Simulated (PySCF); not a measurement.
**Run report: C2H10AlNO, NMR shielding calculation**

C2H10AlNO, SMILES CC[O][AlH2-][NH3+], computed with GIAO PBE0/pcSseg-1 NMR shielding, non-relativistic, gas phase (PySCF 2.14.0).

The geometry comes from this level: GFN2-xTB, MD frame at 250 fs, 600 K. It belongs to a series of runs on one base structure; here: MD frame at 250 fs, 600 K. Figures and captions count atoms from 1; the log counts them from 0 in places.

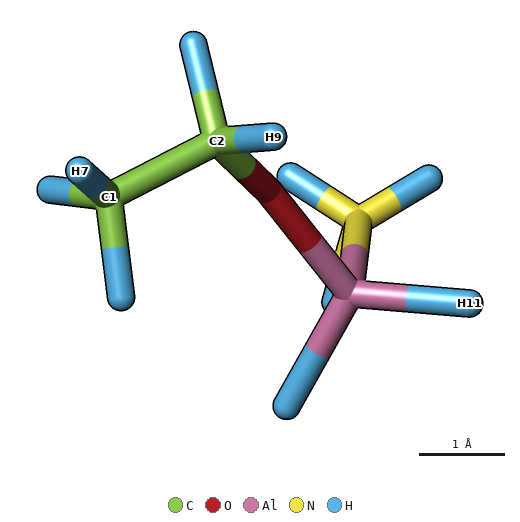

*The input geometry (stick view, seen at a tilt; atoms are numbered from 1 in the order of the input). Sticks mark near contacts.*

### Input
```
{"job": {"kind": "nmr", "xc": "PBE0", "basis": "pcSseg-1", "pop": false}, "charge": 0, "multiplicity": 1}
C      1.816000    -0.219600    -0.981500
C      0.948900    -0.281800     0.237300
O     -0.316200     0.126100     0.033600
Al    -1.575600     1.285300    -0.187200
N     -3.185700    -0.022100    -0.188000
H      1.560600     0.786100    -1.579200
H      2.901200    -0.278100    -0.748100
H      1.434900    -0.893600    -1.692500
H      1.364900     0.277900     1.016800
H      1.001300    -1.409200     0.619400
H     -1.879100     2.196000     0.927300
H     -1.855200     1.811800    -1.686800
H     -3.737100    -0.117600     0.641500
H     -3.391800     0.534800    -1.032300
H     -2.998100    -0.920500    -0.573900
```

The first line tells a small driver script what to run in PySCF; the rest is the geometry in Å.

Hardware: 1 CPU thread, shared host.

Launched with:
```bash
OMP_NUM_THREADS=1 python <driver script> task.json out
```

### What the program printed
```
coarse grid: 12144 points
cycle   1  E = -454.1038879430  dE =  3.120e-01  |g| = 7.848e-01  |ddm| = 3.144e+00
cycle   2  E = -453.8597268435  dE =  2.442e-01  |g| = 1.359e+00  |ddm| = 2.227e+00
cycle   3  E = -454.2229253554  dE = -3.632e-01  |g| = 1.345e-01  |ddm| = 1.705e+00
cycle   4  E = -454.2259697221  dE = -3.044e-03  |g| = 5.839e-02  |ddm| = 1.284e-01
cycle   5  E = -454.2267040833  dE = -7.344e-04  |g| = 9.678e-03  |ddm| = 4.387e-02
cycle   6  E = -454.2267243525  dE = -2.027e-05  |g| = 2.850e-03  |ddm| = 8.878e-03
cycle   7  E = -454.2267260072  dE = -1.655e-06  |g| = 5.794e-04  |ddm| = 2.075e-03
final grid: 110232 points
cycle   8  E = -454.2621583164  dE = -2.480e-05  |g| = 9.668e-03  |ddm| = 1.644e-02
cycle   9  E = -454.2621404435  dE =  1.787e-05  |g| = 1.391e-02  |ddm| = 1.457e-02
cycle  10  E = -454.2621758050  dE = -3.536e-05  |g| = 1.169e-03  |ddm| = 9.391e-03
cycle  11  E = -454.2621760848  dE = -2.798e-07  |g| = 1.735e-04  |ddm| = 1.181e-03
cycle  12  E = -454.2621760910  dE = -6.223e-09  |g| = 4.946e-05  |ddm| = 1.722e-04
cycle  13  E = -454.2621760914  dE = -4.253e-10  |g| = 1.531e-05  |ddm| = 4.426e-05
```

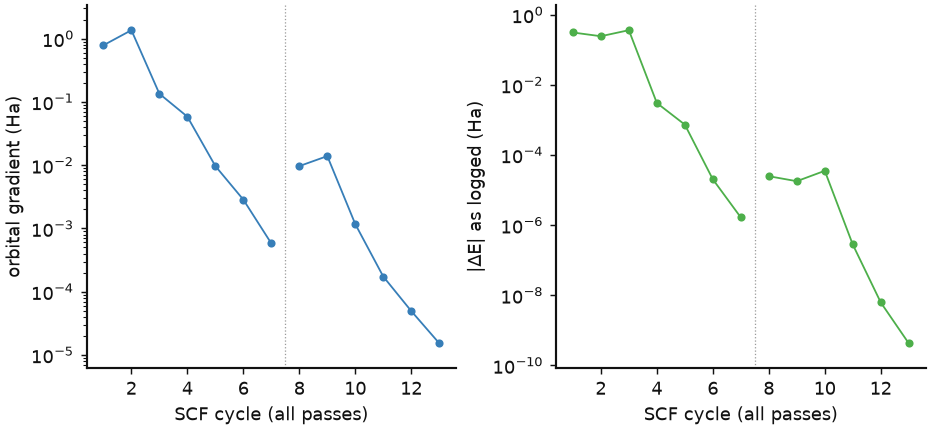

*Convergence of the self-consistent field: orbital gradient and size of the energy change against the SCF cycle. The dotted line marks the change from a coarse to the final integration grid.*

The first 7 cycles use a coarse grid, the final grid takes over at cycle 8, and the field converges after 13 cycles in all.

```
converged SCF energy = -454.2621760914

GIAO shielding tensors (ppm)
atom      isotropic    diamagn.    paramagn.     s11        s22        s33       span
  0 C      155.687     251.499     -95.812    125.135    156.825    185.101     59.965
  1 C      123.752     239.151    -115.399     95.019    114.480    161.757     66.738
  2 O      277.247     402.437    -125.190    224.545    263.088    344.106    119.561
  3 Al     452.272     797.550    -345.278    403.458    450.649    502.708     99.251
  4 N      235.831     324.675     -88.843    207.981    237.951    261.561     53.580
  5 H       28.480      28.755      -0.274     25.516     27.661     32.263      6.747
  6 H       29.544      28.450       1.094     25.967     26.755     35.910      9.943
  7 H       30.418      32.032      -1.614     27.745     29.030     34.479      6.733
  8 H       28.158      31.362      -3.204     22.664     27.876     33.934     11.270
  9 H       26.134      28.109      -1.975     20.956     25.966     31.480     10.524
 10 H       28.337      31.644      -3.307     25.004     25.738     34.269      9.265
 11 H       27.276      31.223      -3.947     24.163     25.990     31.674      7.511
 12 H       29.179      29.731      -0.552     23.444     24.254     39.838     16.394
 13 H       27.359      27.947      -0.588     20.346     24.371     37.360     17.014
 14 H       30.765      34.130      -3.365     24.923     26.781     40.592     15.668
```

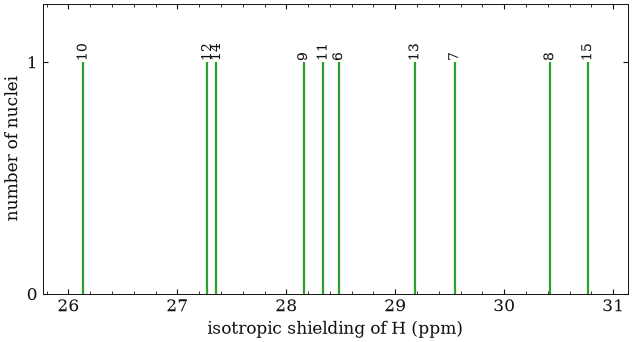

*Isotropic shieldings of the hydrogen nuclei in this fixed geometry, labelled by atom number; shielding grows to the right, so chemical shift grows to the left.*

The least shielded is H10 (26.1 ppm), the most shielded H15 (30.8 ppm).

### Results in brief

```tsv
quantity	value
outcome	converged
total energy	−454.262176 hartree
HOMO	−6.83 eV
LUMO	0.23 eV
dipole moment	4.21 D
isotropic shielding, C	123.8 to 155.7 ppm
isotropic shielding, O	277.2 ppm
isotropic shielding, Al	452.3 ppm
isotropic shielding, N	235.8 ppm
isotropic shielding, H	26.1 to 30.8 ppm
wall time	20 s
peak memory	0.7 GiB
```
